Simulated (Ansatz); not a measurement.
```yaml
atoms:
  - { symbol: C, position_ang: [-0.3323, -1.8600, -0.6449] }
  - { symbol: C, position_ang: [-0.1180, -0.7188, -0.2467] }
  - { symbol: Si, position_ang: [0.2076, 0.9728, 0.3638] }
  - { symbol: F, position_ang: [-0.4265, 2.0554, -0.6749] }
  - { symbol: H, position_ang: [-0.5166, -2.8609, -0.9956] }
  - { symbol: H, position_ang: [-0.4389, 1.1504, 1.7023] }
  - { symbol: H, position_ang: [1.6858, 1.1930, 0.4502] }
```

The calculation used Ansatz, RKS revPBE-D4/6-31G*.

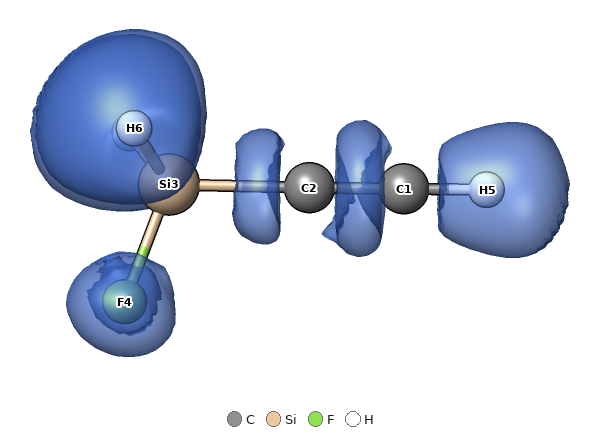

C2H3FSi. Isosurface of the electron localisation function at 0.8 (blue), seen across its widest extent. Only the valence region is drawn (cores and ρ < 0.01 e/Å³ removed).

**Describe the localisation domains.**

At this value the surface marks out one region between bonded C–C atoms (shared pairs), one region between bonded C–Si atoms (shared pairs), three regions around hydrogen nuclei and one region wrapped around F (its lone pairs, merged into a ring or cap).

Values along the shortest contacts:
C–C (1.23 Å): the ELF peaks at about 0.85 between the atoms; a short, multiple covalent bond. Si–F (1.63 Å): the ELF peaks at about 0.80 in the valence shell of F, 0.6 Å from its nucleus, and is about 0.50 at the midpoint.
